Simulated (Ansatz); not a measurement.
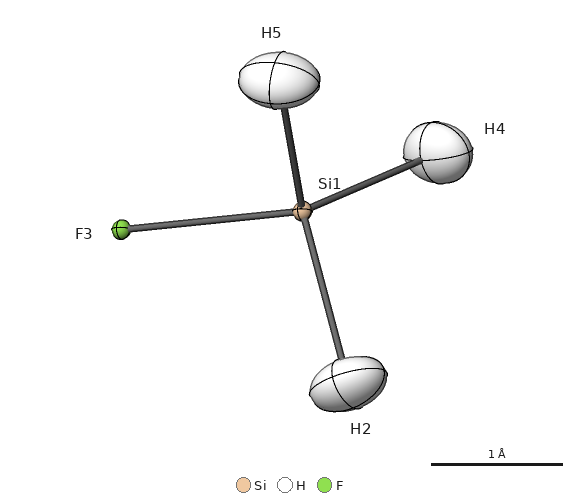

Displacement ellipsoids at the 50 % level, enlarged 1.5 times, from the internal vibrations of the free molecule (harmonic, no overall translation or rotation; no half-axis is drawn under 0.075 Å). Vibrations computed with RKS PBE0-D4/def2-TZVP (Ansatz 0.2.0). Temperature: 200 K.

Which atom has the largest mean-square displacement?

H2, H4, H5, with U_eq = 0.0124 Å².

Does H5 move more along its bond or across it?

Across it: the root-mean-square amplitude is 0.085 Å along the bond and up to 0.138 Å across, since bending and torsion are softer than stretching.

Give the displacement parameters, one line for each set of equivalent atoms.

| atom | U_eq (Å²) | rms amplitudes (Å) |
| --- | --- | --- |
| Si1 | 0.00017 | 0.011, 0.011, 0.017 |
| H2, H4, H5 | 0.0124 | 0.085, 0.104, 0.138 |
| F3 | 0.00026 | 0.009, 0.009, 0.025 |
